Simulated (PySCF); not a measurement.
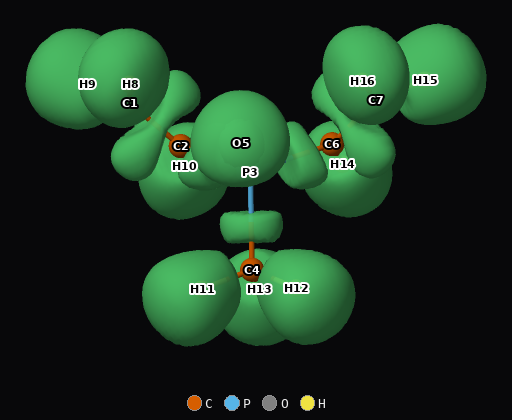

The picture shows: C₅H₉OP (SMILES C=CP(C)(=O)C=C). Isosurface of the electron localisation function at 0.75 (green), seen across its widest extent. Only the valence region is drawn (cores and ρ < 0.01 e/Å³ removed).

Geometry: GFN2-xTB.

All numbers below come from PBE0/def2-SVPD, SCF density, gas phase in PySCF.

```json
{"atom": "C", "x (Å)": "-1.6421", "y (Å)": "1.9385", "z (Å)": "0.5091"}
{"atom": "C", "x (Å)": "-1.2483", "y (Å)": "0.9273", "z (Å)": "-0.2437"}
{"atom": "P", "x (Å)": "0.0026", "y (Å)": "-0.2149", "z (Å)": "0.4141"}
{"atom": "C", "x (Å)": "-0.7423", "y (Å)": "-1.8810", "z (Å)": "0.2056"}
{"atom": "O", "x (Å)": "0.4352", "y (Å)": "0.0768", "z (Å)": "1.7840"}
{"atom": "C", "x (Å)": "1.3277", "y (Å)": "-0.1509", "z (Å)": "-0.8275"}
{"atom": "C", "x (Å)": "2.5447", "y (Å)": "0.1847", "z (Å)": "-0.4395"}
{"atom": "H", "x (Å)": "-1.2281", "y (Å)": "2.0541", "z (Å)": "1.4988"}
{"atom": "H", "x (Å)": "-2.3696", "y (Å)": "2.6671", "z (Å)": "0.1879"}
{"atom": "H", "x (Å)": "-1.6224", "y (Å)": "0.7567", "z (Å)": "-1.2429"}
{"atom": "H", "x (Å)": "-1.6002", "y (Å)": "-1.9473", "z (Å)": "0.8726"}
{"atom": "H", "x (Å)": "-0.0005", "y (Å)": "-2.6175", "z (Å)": "0.5096"}
{"atom": "H", "x (Å)": "-1.0522", "y (Å)": "-2.0656", "z (Å)": "-0.8184"}
{"atom": "H", "x (Å)": "1.0777", "y (Å)": "-0.3727", "z (Å)": "-1.8550"}
{"atom": "H", "x (Å)": "3.3821", "y (Å)": "0.2573", "z (Å)": "-1.1151"}
{"atom": "H", "x (Å)": "2.7283", "y (Å)": "0.3962", "z (Å)": "0.6025"}
```

Question: Describe the localisation domains.

Answer: At this value the surface marks out two regions between bonded C–C atoms (shared pairs), three regions between bonded C–P atoms (shared pairs), nine regions around hydrogen nuclei and one region wrapped around O (its lone pairs, merged into a ring or cap).

Values along the shortest contacts:
C–C (1.32 Å): the ELF peaks at about 0.95 between the atoms; a short, multiple covalent bond. P–O (1.47 Å): the ELF peaks at about 0.85 between the atoms (a short, strongly polar bond).
